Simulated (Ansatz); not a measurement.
C3H8OSi (SMILES CC(O)=C[SiH3])

| atom | x (Å) | y (Å) | z (Å) |
| --- | --- | --- | --- |
| C | -1.2251 | -0.6885 | 0.8827 |
| C | 0.0795 | -0.9540 | 0.1825 |
| O | 0.4154 | -2.3148 | 0.3162 |
| C | 0.8496 | -0.0525 | -0.4849 |
| Si | 0.4564 | 1.7878 | -0.6958 |
| H | -1.1377 | -0.9292 | 1.9567 |
| H | -2.0185 | -1.3334 | 0.4665 |
| H | -1.5314 | 0.3622 | 0.7792 |
| H | 1.2746 | -2.4965 | -0.1395 |
| H | 1.7841 | -0.4006 | -0.9468 |
| H | 0.3492 | 2.5250 | 0.6290 |
| H | 1.5731 | 2.4262 | -1.4961 |
| H | -0.8490 | 2.0337 | -1.4348 |

Level of theory: RKS revPBE-D4/6-31G in Ansatz.

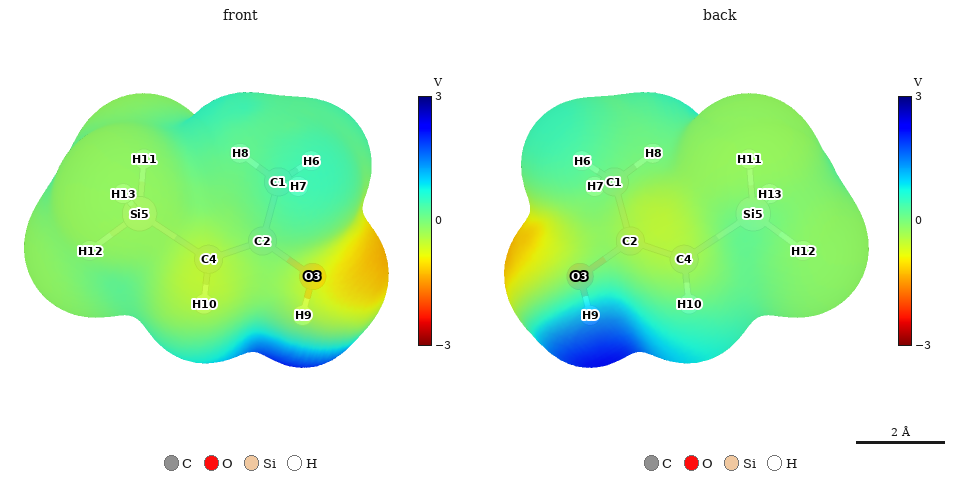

Figure 1. The molecular electrostatic potential painted on the density surface at 0.001 e/bohr³, seen from the front and from behind; red is negative and blue positive.

Describe the electrostatic potential map.

Answer. The most negative region (about −1.3 V) lies over O3, the most positive (about +2.1 V) over H9. O3 is the likeliest acceptor of a hydrogen bond.

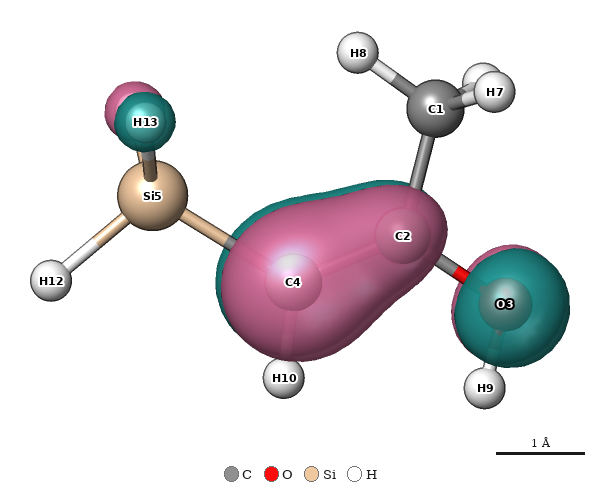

Figure 2. The HOMO at ±0.15 Å⁻³ᐟ² (teal and pink are the two phases), seen across its widest extent.

Where does this orbital lie, and at what energy?

Answer. Its weight (Hirshfeld) is mainly on C4 (about 40 %), O3 (about 25 %) and C2 (about 20 %). Its energy is −5.32 eV.

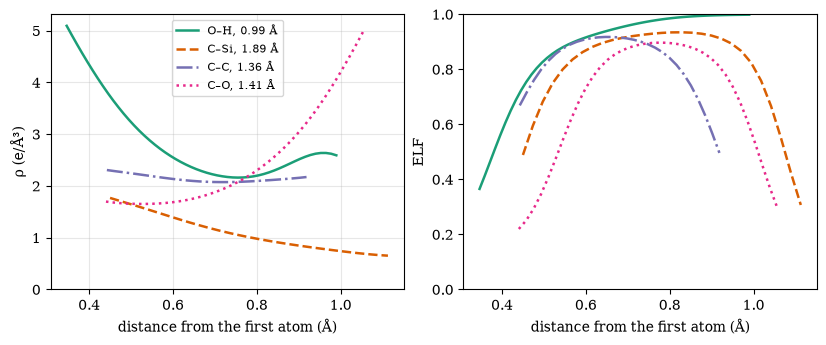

Figure 3. Total electron density and ELF along straight lines between neighbouring atoms. The curves leave out the atomic cores.

Compare the contacts.

Answer. O–H (0.99 Å): ρ is about 3.3 e/Å³ halfway; the ELF climbs to about 1 towards the hydrogen, as it does in any bond to H (a covalent bond by its length).
C–Si (1.89 Å): ρ at the midpoint is about 0.8 e/Å³; the ELF peaks at about 0.95 between the atoms (localised, covalent bonding).
C–C (1.36 Å): ρ at the midpoint is about 2.1 e/Å³; the ELF peaks at about 0.90 between the atoms (localised, covalent bonding).
C–O (1.41 Å): ρ is about 1.9 e/Å³ halfway, with its minimum of 1.7 e/Å³ about 0.5 Å from C; the ELF peaks at about 0.90 between the atoms: a polar covalent bond.
